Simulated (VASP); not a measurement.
# Selenium: what each functional gives, and what it costs, part 3 of 6

How does the gap of Selenium depend on the functional? The start is a cell from a database of measured crystal structures.

VASP 6.6.1, plane waves and PAW; the level of theory is named at each step.

Still holding for the runs below: Spin-orbit coupling is off here; it would split degenerate levels.

So far, least gap on mesh and path (eV): step 2 (bands, level LDA, k 4×4×3) 0.913; step 3 (bands, level PBEsol, k 4×4×3) 0.947; step 4 (bands, level PBE, k 4×4×3) 0.998; step 5 (bands, level r2SCAN, k 4×4×3) 1.26; step 6 (bands, level TB-mBJ, k 4×4×3) 1.46.

## 7. Bands with TPSS, k 4×4×3

This step: TPSS; plane waves and PAW (Se) (VASP 6.6.1).

TPSS is an older meta-GGA.

File INCAR:

```
SYSTEM = Se
PREC = Accurate
ENCUT = 400
EDIFF = 1E-06
NELM = 100
ISMEAR = 0
SIGMA = 0.02
LREAL = .FALSE.
ALGO = Normal
METAGGA = TPSS
LASPH = .TRUE.
NBANDS = 22
LORBIT = 11
LWAVE = .FALSE.
LCHARG = .FALSE.
KPAR = 4
```

File POSCAR:

```
Se
1.0
    4.3662000000      0.0000000000      0.0000000000
   -2.1831000000      3.7812401180      0.0000000000
    0.0000000000      0.0000000000      4.9536000000
Se
3
Direct
    0.2254000000      0.0000000000      0.3333333333
    0.0000000000      0.2254000000      0.6666666667
    0.7746000000      0.7746000000      0.0000000000
```

File KPOINTS:

```
Automatic mesh
0
Gamma
4 4 3
0 0 0
```

File KPOINTS_OPT:

```
Line mode
16
Line-mode
Reciprocal
  0.00000000   0.00000000   0.00000000 GAMMA
  0.50000000   0.00000000   0.00000000 M

  0.50000000   0.00000000   0.00000000 M
  0.33333333   0.33333333   0.00000000 K

  0.33333333   0.33333333   0.00000000 K
  0.00000000   0.00000000   0.00000000 GAMMA

  0.00000000   0.00000000   0.00000000 GAMMA
  0.00000000   0.00000000   0.50000000 A

  0.00000000   0.00000000   0.50000000 A
  0.50000000   0.00000000   0.50000000 L

  0.50000000   0.00000000   0.50000000 L
  0.33333333   0.33333333   0.50000000 H

  0.33333333   0.33333333   0.50000000 H
  0.00000000   0.00000000   0.50000000 A

  0.50000000   0.00000000   0.50000000 L
  0.50000000   0.00000000   0.00000000 M

  0.33333333   0.33333333   0.00000000 K
  0.33333333   0.33333333   0.50000000 H
```

Potentials, in the order of the species: Se (PBE family, release 64).

The run is started by

```console
$ mpirun -np 4 vasp_std
```

Numbers of over 12 decimals in the logs are rounded to 6 here.

The program printed:

```text
[... set-up lines as in an earlier step ...]
 entering main loop
       N       E                     dE             d eps       ncg     rms          rms(c)
DAV:   1     0.415407922778E+02    0.41541E+02   -0.56751E+03   396   0.543E+02
DAV:   2    -0.306134767011E+02   -0.72154E+02   -0.68469E+02   506   0.122E+02
DAV:   3    -0.349459751231E+02   -0.43325E+01   -0.43005E+01   480   0.298E+01
DAV:   4    -0.349711750925E+02   -0.25200E-01   -0.25197E-01   462   0.274E+00
[...]
DAV:  12    -0.350223813501E+02   -0.25076E-05   -0.59131E-06   462   0.122E-02    0.699E-03
DAV:  13    -0.350223901600E+02   -0.88100E-05   -0.19127E-05   420   0.212E-02    0.205E-03
DAV:  14    -0.350223906269E+02   -0.46683E-06   -0.67683E-07   424   0.456E-03
   1 F= -.35022391E+02 E0= -.35022391E+02  d E =-.190081E-33
 Start KPOINTS_OPT (optional k-point list driver)
k-point batch [1-9\144]
       N       E                     dE             ncg
DAV:   1     0.136447497183E+03   -0.53159E+03      396
DAV:   2    -0.550992384748E+03   -0.68744E+03      510
DAV:   3    -0.597818550615E+03   -0.46826E+02      468
DAV:   4    -0.598117725459E+03   -0.29917E+00      432
DAV:   5    -0.598119022319E+03   -0.12969E-02      492
DAV:   6    -0.598119034696E+03   -0.12377E-04      418
DAV:   7    -0.598119034848E+03   -0.15205E-06      426
[...]
k-point batch [136-144\144]
       N       E                     dE             ncg
DAV:   1     0.893067031294E+02   -0.45902E+04      396
DAV:   2    -0.584113333160E+03   -0.67342E+03      538
DAV:   3    -0.621735254488E+03   -0.37622E+02      504
DAV:   4    -0.621969214546E+03   -0.23396E+00      504
DAV:   5    -0.621970532641E+03   -0.13181E-02      498
DAV:   6    -0.621970546153E+03   -0.13512E-04      522
DAV:   7    -0.621970546310E+03   -0.15711E-06      420
```

Run time: 36 s. Hardware: 4 MPI ranks of Intel Xeon 6975P-C (Granite Rapids), shared host; peak memory 0.67 GiB.

From OUTCAR (step 7):

```text
  Total        0.9303034      0.9303034      1.7079632      0.0000000      0.0000000      0.0000000
  in kB       18.2253717     18.2253717     33.4603341      0.0000000      0.0000000      0.0000000
  external PRESSURE =      23.3036925 kB  Pullay stress =       0.0000000 kB

 POSITION                                       TOTAL-FORCE (eV/Angst)
 -----------------------------------------------------------------------------------
      0.98414      0.00000      1.65120         0.384666      0.000000     -0.000000
     -0.49207      0.85229      3.30240        -0.192333      0.333131      0.000000
      1.69103      2.92895      0.00000        -0.192333     -0.333131      0.000000
 -----------------------------------------------------------------------------------
    total drift:                               -0.000000     -0.000001     -0.000000

  FREE ENERGIE OF THE ION-ELECTRON SYSTEM (eV)
  ---------------------------------------------------
  free  energy   TOTEN  =       -35.0223906269 eV

  energy  without entropy=      -35.0223906269  energy(sigma->0) =      -35.02239063

[... 2 parts as in an earlier step ...]

[... 1 further part left out ...]
[key lines of the parts left out:]
E-fermi :   2.4202
```

At this level the cell is under a pressure of 2.3 GPa, so at these settings it is away from equilibrium.

The electronic bands at the labelled points (eV, zero at the valence-band top; v1 is the highest filled band, c1 the lowest empty one):

| point | v4 | v3 | v2 | v1 | c1 | c2 | c3 | c4 |
| --- | --- | --- | --- | --- | --- | --- | --- | --- |
| Γ | -3.78 | -2.13 | -2.13 | -0.48 | 1.96 | 1.96 | 2.26 | 6.35 |
| M | -3.50 | -2.95 | -1.82 | -1.06 | 2.01 | 2.42 | 4.20 | 5.37 |
| K | -2.88 | -2.88 | -2.71 | -1.69 | 3.13 | 3.13 | 3.82 | 6.00 |
| Γ | -3.78 | -2.13 | -2.13 | -0.48 | 1.96 | 1.96 | 2.26 | 6.35 |
| A | -3.41 | -1.62 | -1.62 | -1.20 | 1.30 | 1.30 | 1.34 | 6.42 |
| L | -4.29 | -1.97 | -1.43 | 0.00 | 1.72 | 2.80 | 3.06 | 6.38 |
| H | -5.02 | -1.04 | -0.24 | -0.24 | 1.10 | 2.82 | 2.82 | 6.76 |
| A | -3.41 | -1.62 | -1.62 | -1.20 | 1.30 | 1.30 | 1.34 | 6.42 |
| jump to L | -4.29 | -1.97 | -1.43 | 0.00 | 1.72 | 2.80 | 3.06 | 6.38 |
| M | -3.50 | -2.95 | -1.82 | -1.06 | 2.01 | 2.42 | 4.20 | 5.37 |
| jump to K | -2.88 | -2.88 | -2.71 | -1.69 | 3.13 | 3.13 | 3.82 | 6.00 |
| H | -5.02 | -1.04 | -0.24 | -0.24 | 1.10 | 2.82 | 2.82 | 6.76 |

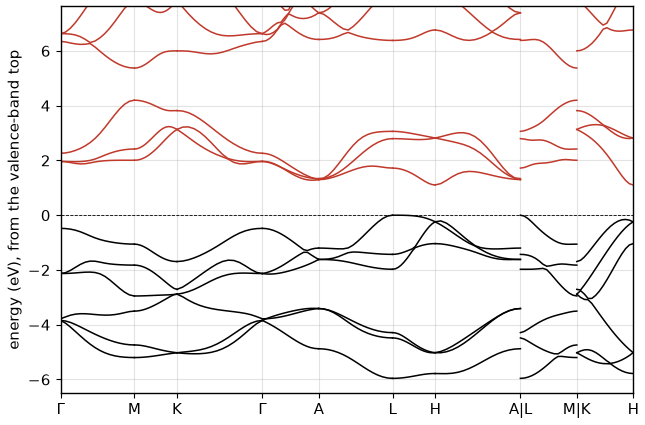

Electronic bands along the path; lines of filled and empty bands in two colours.

The gap is 1.10 eV, indirect, from L to H. Against LDA that is +0.19 eV; this run took 3.8 times the core time.

## 8. Bands with AM05, k 4×4×3

This step: AM05; plane waves and PAW (Se) (VASP 6.6.1).

AM05 is built from the electron gas and the surface model, and does well on lattice constants.

Changes to INCAR since step 7:

```diff
@@ -9,4 +9,3 @@
 ALGO = Normal
-METAGGA = TPSS
-LASPH = .TRUE.
+GGA = AM
 NBANDS = 22
```

POSCAR is that of step 7.

KPOINTS is that of step 7.

KPOINTS_OPT is that of step 7.

The run is started by

```console
$ mpirun -np 4 vasp_std
```

The program printed:

```text
[... set-up lines as in an earlier step ...]
 entering main loop
       N       E                     dE             d eps       ncg     rms          rms(c)
DAV:   1     0.675743592941E+02    0.67574E+02   -0.56534E+03   396   0.537E+02
DAV:   2    -0.644978467594E+01   -0.74024E+02   -0.70301E+02   520   0.121E+02
DAV:   3    -0.108409095635E+02   -0.43911E+01   -0.43574E+01   480   0.297E+01
DAV:   4    -0.108688696059E+02   -0.27960E-01   -0.27956E-01   450   0.284E+00
[...]
DAV:  10    -0.107547529539E+02   -0.39601E-04   -0.36132E-05   450   0.298E-02    0.681E-03
DAV:  11    -0.107547583327E+02   -0.53788E-05   -0.68600E-06   470   0.129E-02    0.335E-03
DAV:  12    -0.107547587514E+02   -0.41865E-06   -0.92183E-07   384   0.493E-03
   1 F= -.10754759E+02 E0= -.10754759E+02  d E =-.438407E-32
 Start KPOINTS_OPT (optional k-point list driver)
k-point batch [1-9\144]
       N       E                     dE             ncg
DAV:   1     0.146823388021E+03   -0.52121E+03      396
DAV:   2    -0.531461541229E+03   -0.67828E+03      510
DAV:   3    -0.578344004383E+03   -0.46882E+02      468
DAV:   4    -0.578659052508E+03   -0.31505E+00      426
DAV:   5    -0.578660432467E+03   -0.13800E-02      492
DAV:   6    -0.578660445315E+03   -0.12848E-04      432
DAV:   7    -0.578660445468E+03   -0.15369E-06      418
[...]
k-point batch [136-144\144]
       N       E                     dE             ncg
DAV:   1     0.999123856982E+02   -0.45796E+04      396
DAV:   2    -0.564651547490E+03   -0.66456E+03      538
DAV:   3    -0.602279522281E+03   -0.37628E+02      504
DAV:   4    -0.602526392236E+03   -0.24687E+00      504
DAV:   5    -0.602527801822E+03   -0.14096E-02      500
DAV:   6    -0.602527815958E+03   -0.14137E-04      522
DAV:   7    -0.602527816117E+03   -0.15891E-06      404
```

It took 10 s on 4 MPI ranks; peak memory 0.62 GiB; 39 s of CPU time.

From OUTCAR (step 8):

```text
  Total        0.2959999      0.2959999      0.7430829      0.0000000     -0.0000000     -0.0000000
  in kB        5.7988699      5.7988699     14.5575750      0.0000000     -0.0000000     -0.0000000
  external PRESSURE =       8.7184383 kB  Pullay stress =       0.0000000 kB

 POSITION                                       TOTAL-FORCE (eV/Angst)
 -----------------------------------------------------------------------------------
      0.98414      0.00000      1.65120         0.179400      0.000000     -0.000000
     -0.49207      0.85229      3.30240        -0.089700      0.155365      0.000000
      1.69103      2.92895      0.00000        -0.089700     -0.155365     -0.000000
 -----------------------------------------------------------------------------------
    total drift:                               -0.000000     -0.000001      0.000000

  FREE ENERGIE OF THE ION-ELECTRON SYSTEM (eV)
  ---------------------------------------------------
  free  energy   TOTEN  =       -10.7547587514 eV

  energy  without entropy=      -10.7547587514  energy(sigma->0) =      -10.75475875

[... 2 parts as in an earlier step ...]

[... 1 further part left out ...]
[key lines of the parts left out:]
E-fermi :   2.4981
```

Electronic bands along the path, in eV, zero at the valence-band top; v1 is the highest filled band, c1 the lowest empty one:

| point | v4 | v3 | v2 | v1 | c1 | c2 | c3 | c4 |
| --- | --- | --- | --- | --- | --- | --- | --- | --- |
| Γ | -3.79 | -2.07 | -2.07 | -0.42 | 1.83 | 1.83 | 2.11 | 6.11 |
| M | -3.48 | -2.93 | -1.81 | -1.02 | 1.89 | 2.28 | 4.08 | 5.23 |
| K | -2.85 | -2.85 | -2.73 | -1.65 | 3.02 | 3.02 | 3.69 | 5.83 |
| Γ | -3.79 | -2.07 | -2.07 | -0.42 | 1.83 | 1.83 | 2.11 | 6.11 |
| A | -3.42 | -1.57 | -1.57 | -1.14 | 1.16 | 1.16 | 1.23 | 6.19 |
| L | -4.28 | -1.95 | -1.39 | 0.00 | 1.59 | 2.67 | 2.91 | 6.22 |
| H | -4.99 | -1.00 | -0.23 | -0.23 | 0.97 | 2.66 | 2.66 | 6.61 |
| A | -3.42 | -1.57 | -1.57 | -1.14 | 1.16 | 1.16 | 1.23 | 6.19 |
| jump to L | -4.28 | -1.95 | -1.39 | 0.00 | 1.59 | 2.67 | 2.91 | 6.22 |
| M | -3.48 | -2.93 | -1.81 | -1.02 | 1.89 | 2.28 | 4.08 | 5.23 |
| jump to K | -2.85 | -2.85 | -2.73 | -1.65 | 3.02 | 3.02 | 3.69 | 5.83 |
| H | -4.99 | -1.00 | -0.23 | -0.23 | 0.97 | 2.66 | 2.66 | 6.61 |

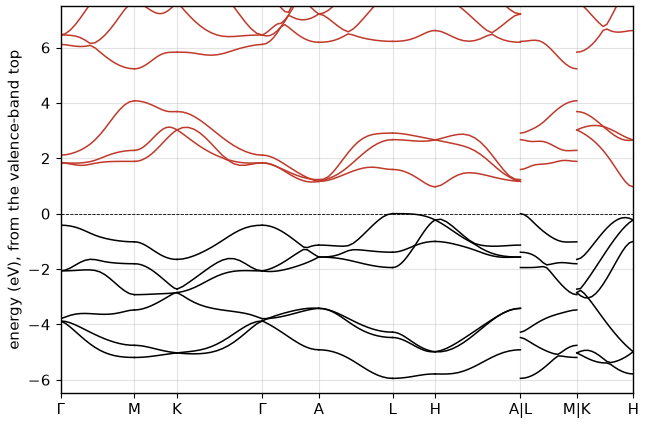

Electronic bands along the path; lines of filled and empty bands in two colours.

The gap is 0.97 eV, indirect, from L to H. Against LDA that is +0.06 eV; the cost is about the same.

## 9. Starting orbitals for the hybrid

This step: PBE; plane waves and PAW (Se) (VASP 6.6.1).

A hybrid converges badly from random orbitals, so a cheap semilocal run writes a WAVECAR on the same mesh first.

File INCAR:

```
SYSTEM = Se
PREC = Accurate
ENCUT = 400
EDIFF = 1E-05
NELM = 100
ISMEAR = 0
SIGMA = 0.02
LREAL = .FALSE.
ALGO = Normal
GGA = PE
NBANDS = 15
LORBIT = 11
LWAVE = .TRUE.
LCHARG = .FALSE.
KPAR = 4
```

POSCAR is that of step 8.

KPOINTS is that of step 8.

The run is started by

```console
$ mpirun -np 4 vasp_std
```

The program printed:

```text
[... set-up lines as in an earlier step ...]
 entering main loop
       N       E                     dE             d eps       ncg     rms          rms(c)
DAV:   1     0.733057829767E+02    0.73306E+02   -0.63455E+03   270   0.810E+02
DAV:   2    -0.586422579721E+01   -0.79170E+02   -0.75470E+02   361   0.148E+02
DAV:   3    -0.105149779079E+02   -0.46508E+01   -0.46315E+01   312   0.420E+01
DAV:   4    -0.105489990691E+02   -0.34021E-01   -0.34014E-01   340   0.428E+00
DAV:   5    -0.105492478318E+02   -0.24876E-03   -0.24876E-03   340   0.358E-01    0.704E+00
DAV:   6    -0.104787487407E+02    0.70499E-01   -0.39889E-02   305   0.130E+00    0.433E+00
DAV:   7    -0.104554294922E+02    0.23319E-01   -0.78603E-02   319   0.180E+00    0.209E-01
DAV:   8    -0.104547696547E+02    0.65984E-03   -0.91131E-03   291   0.612E-01    0.112E-01
DAV:   9    -0.104548957269E+02   -0.12607E-03   -0.33008E-04   396   0.119E-01    0.335E-02
DAV:  10    -0.104549377540E+02   -0.42027E-04   -0.51459E-05   326   0.497E-02    0.752E-03
DAV:  11    -0.104549413544E+02   -0.36004E-05   -0.73012E-06   303   0.175E-02
   1 F= -.10454941E+02 E0= -.10454941E+02  d E =-.905254E-24
 writing wavefunctions
```

The job ended after 1.8 s (4 MPI ranks; peak memory 0.58 GiB).

Parts of OUTCAR (step 9):

```text
   k-points           NKPTS =      9   k-points in BZ     NKDIM =      9   number of bands    NBANDS=     15

   NELECT =      18.0000    total number of electrons

 E-fermi :   2.5151

 k-point     1 :       0.0000    0.0000    0.0000
  band No.  band energies     occupation
    ...
      5      -1.1628      2.00000
      6      -1.0847      2.00000
      7       0.6322      2.00000
      8       0.6322      2.00000
      9       2.2713      2.00000
     10       4.5522      0.00000
     11       4.5522      0.00000
     12       4.8333      0.00000
     13       8.8435      0.00000
     14       9.1615      0.00000
    ...

  Total        1.2010322      1.2010322      2.0369385     -0.0000000      0.0000000     -0.0000000
  in kB       23.5291605     23.5291605     39.9052170     -0.0000000      0.0000000     -0.0000000
  external PRESSURE =      28.9878460 kB  Pullay stress =       0.0000000 kB

 POSITION                                       TOTAL-FORCE (eV/Angst)
 -----------------------------------------------------------------------------------
      0.98414      0.00000      1.65120         0.416621      0.000000      0.000000
     -0.49207      0.85229      3.30240        -0.208310      0.360804     -0.000000
      1.69103      2.92895      0.00000        -0.208310     -0.360804     -0.000000
 -----------------------------------------------------------------------------------
    total drift:                               -0.000000     -0.000001      0.000000

  FREE ENERGIE OF THE ION-ELECTRON SYSTEM (eV)
  ---------------------------------------------------
  free  energy   TOTEN  =       -10.4549413544 eV

  energy  without entropy=      -10.4549413544  energy(sigma->0) =      -10.45494135

[... 8 parts as in an earlier step ...]

[... 8 further parts left out ...]
```

The gap is read on the k-mesh alone, so it is an upper bound where the band edges lie off the mesh.

A gap read on the k-mesh alone can miss the band edges.

This step gave:

```yaml
scf_cycles: 11
bands: 15
free_energy_toten: -10.45 eV
fermi_energy: 2.515 eV
pressure: 2.899 GPa
valence_top_at_k: 0.25, 0.25, 0.3333
conduction_bottom_at_k: 0, 0, 0.3333
least_direct_gap_at_k: 0.25, 0.25, 0.3333
gap_on_the_k_mesh: 1.577 eV
least_direct_gap_on_the_k_mesh: 1.976 eV
```

Force by atom:

| atom | x (eV/Å) | y (eV/Å) | z (eV/Å) | size |
| --- | --- | --- | --- | --- |
| Se1 | 0.417 | 0.000 | 0.000 | 0.417 |
| Se2 | -0.208 | 0.361 | 0.000 | 0.417 |
| Se3 | -0.208 | -0.361 | 0.000 | 0.417 |

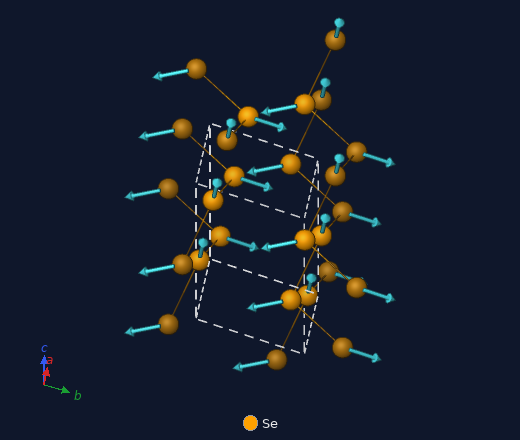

Force as arrows, the longest 0.417 eV/Å. 2×1×1 cells are drawn. Some periodic images of atoms are drawn too.

## 10. Bands with HSE06, k 4×4×3

This step: HSE06; plane waves and PAW (Se) (VASP 6.6.1).

HSE06 mixes in a quarter of exact exchange at short range, at far higher cost; in semiconductors this cures much of the gap error, while metals seldom gain.

File INCAR:

```
SYSTEM = Se
PREC = Accurate
ENCUT = 400
EDIFF = 1E-06
NELM = 100
ISMEAR = 0
SIGMA = 0.02
LREAL = .FALSE.
ALGO = Normal
LHFCALC = .TRUE.
AEXX = 0.25
GGA = PE
HFSCREEN = 0.2
LASPH = .TRUE.
NBANDS = 15
PRECFOCK = Fast
LORBIT = 11
LWAVE = .FALSE.
LCHARG = .FALSE.
KPAR = 4
```

POSCAR is that of step 9.

KPOINTS is that of step 9.

Changes to KPOINTS_OPT since step 8:

```diff
@@ -1,3 +1,3 @@
 Line mode
-16
+6
 Line-mode
```

The WAVECAR or CHGCAR of an earlier step is read.

The run is started by

```console
$ mpirun -np 4 vasp_std
```

The program printed:

```text
[banner, memory and clock lines left out]
running    4 mpi-ranks, on    1 nodes
[...]
LDA part: xc-table for (Slater+PW92), standard interpolation
 found WAVECAR, reading the header
 POSCAR, INCAR and KPOINTS ok, starting setup
[...]
reading WAVECAR
 the WAVECAR file was read successfully
 initial charge from wavefunction
 entering main loop
       N       E                     dE             d eps       ncg     rms          rms(c)
DAV:   1    -0.132854729388E+02   -0.13285E+02   -0.67934E-01   270   0.606E+00    0.204E+00
DAV:   2    -0.132952607756E+02   -0.97878E-02   -0.31469E-02   298   0.105E+00    0.132E+00
DAV:   3    -0.132929310298E+02    0.23297E-02   -0.24106E-03   361   0.292E-01    0.761E-01
DAV:   4    -0.132921427164E+02    0.78831E-03   -0.76902E-04   368   0.175E-01    0.403E-01
DAV:   5    -0.132919153994E+02    0.22732E-03   -0.17619E-04   354   0.877E-02    0.219E-01
DAV:   6    -0.132918464444E+02    0.68955E-04   -0.42458E-05   354   0.442E-02    0.120E-01
DAV:   7    -0.132918261585E+02    0.20286E-04   -0.12850E-05   354   0.246E-02    0.651E-02
DAV:   8    -0.132918209430E+02    0.52155E-05   -0.41532E-06   340   0.141E-02    0.352E-02
DAV:   9    -0.132918199654E+02    0.97764E-06   -0.12558E-06   219   0.813E-03
   1 F= -.13291820E+02 E0= -.13291820E+02  d E =-.240128E-34
 Start KPOINTS_OPT (optional k-point list driver)
k-point batch [1-9\54]
       N       E                     dE             ncg
DAV:   1     0.834491735391E+02   -0.25296E+04      270
DAV:   2    -0.692219351122E+03   -0.77567E+03      340
DAV:   3    -0.774413100259E+03   -0.82194E+02      319
DAV:   4    -0.775691778232E+03   -0.12787E+01      368
DAV:   5    -0.775702008553E+03   -0.10230E-01      340
DAV:   6    -0.775702090873E+03   -0.82321E-04      333
DAV:   7    -0.775702091916E+03   -0.10432E-05      278
DAV:   8    -0.775702091960E+03   -0.44121E-07      254
[...]
k-point batch [46-54\54]
       N       E                     dE             ncg
DAV:   1     0.236516654370E+02   -0.44169E+04      270
DAV:   2    -0.712240538123E+03   -0.73589E+03      340
DAV:   3    -0.787720702605E+03   -0.75480E+02      312
DAV:   4    -0.788987273488E+03   -0.12666E+01      340
DAV:   5    -0.788998443892E+03   -0.11170E-01      361
DAV:   6    -0.788998527210E+03   -0.83318E-04      326
DAV:   7    -0.788998528036E+03   -0.82541E-06      261
```

Wall time 80 s (4 MPI ranks); peak memory 1.1 GiB.

OUTCAR, selected parts (step 10):

```text
 POSITION                                       TOTAL-FORCE (eV/Angst)
 -----------------------------------------------------------------------------------
      0.98414      0.00000      1.65120        -0.211376      0.000000      0.000000
     -0.49207      0.85229      3.30240         0.105688     -0.183057     -0.000000
      1.69103      2.92895      0.00000         0.105688      0.183057     -0.000000
 -----------------------------------------------------------------------------------
    total drift:                                0.000001     -0.000001      0.000000

  FREE ENERGIE OF THE ION-ELECTRON SYSTEM (eV)
  ---------------------------------------------------
  free  energy   TOTEN  =       -13.2918199654 eV

  energy  without entropy=      -13.2918199654  energy(sigma->0) =      -13.29181997

[... 1 part as in an earlier step ...]

[... 2 further parts left out ...]
[key lines of the parts left out:]
E-fermi :   1.9672
```

The k-mesh is coarse for exact exchange; levels may shift by about 0.1 eV on a finer one.

The electronic bands at the labelled points (eV, zero at the valence-band top; v1 is the highest filled band, c1 the lowest empty one):

| point | v4 | v3 | v2 | v1 | c1 | c2 | c3 | c4 |
| --- | --- | --- | --- | --- | --- | --- | --- | --- |
| Γ | -4.07 | -2.40 | -2.40 | -0.63 | 2.73 | 2.73 | 3.02 | 7.06 |
| M | -3.82 | -3.19 | -1.98 | -1.22 | 2.72 | 3.15 | 5.07 | 6.08 |
| K | -3.13 | -3.13 | -2.89 | -1.89 | 3.91 | 3.91 | 4.65 | 6.71 |
| Γ | -4.07 | -2.40 | -2.40 | -0.63 | 2.73 | 2.73 | 3.02 | 7.06 |
| A | -3.66 | -1.82 | -1.82 | -1.39 | 1.96 | 1.96 | 2.02 | 7.13 |
| L | -4.62 | -2.14 | -1.57 | 0.00 | 2.41 | 3.50 | 3.87 | 7.17 |
| H | -5.45 | -1.18 | -0.29 | -0.29 | 1.78 | 3.60 | 3.60 | 7.51 |
| A | -3.66 | -1.82 | -1.82 | -1.39 | 1.96 | 1.96 | 2.02 | 7.13 |
| jump to L | -4.62 | -2.14 | -1.57 | 0.00 | 2.41 | 3.50 | 3.87 | 7.17 |
| M | -3.82 | -3.19 | -1.98 | -1.22 | 2.72 | 3.15 | 5.07 | 6.08 |
| jump to K | -3.13 | -3.13 | -2.89 | -1.89 | 3.91 | 3.91 | 4.65 | 6.71 |
| H | -5.45 | -1.18 | -0.29 | -0.29 | 1.78 | 3.60 | 3.60 | 7.51 |

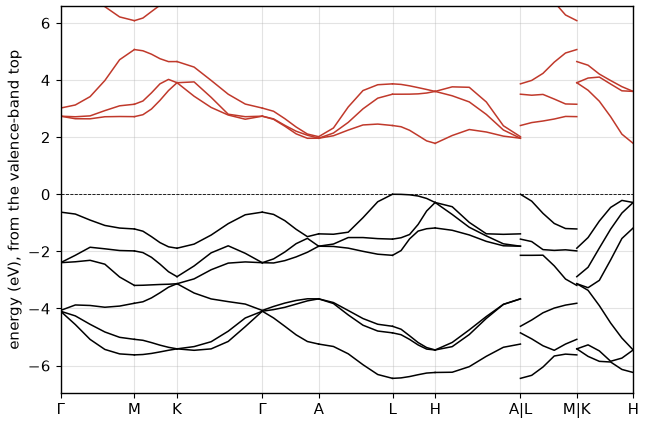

Electronic bands along the path; lines of filled and empty bands in two colours.

The gap is 1.78 eV, indirect, from L to H. Against LDA that is +0.87 eV; this run took 8.3 times the core time, on fewer points of the path.

(Continued in part 4 of 6.)

[Lines on the potential files, build, host, timing and source positions are cut from VASP's logs without a mark.]

[Logs are printed without paths, hosts, clocks, repeated set-up lines and the standing remarks that a program may print on its own settings, such as how far it seeks lower states.]

[Hosts, paths, dates, database ids (printed as entryN), source tags and the programs' standing remarks are cut or masked in the printed files.]

[Measured values are set beside computed ones only where the two were judged alike; some that the calculation misses by far are left out.]
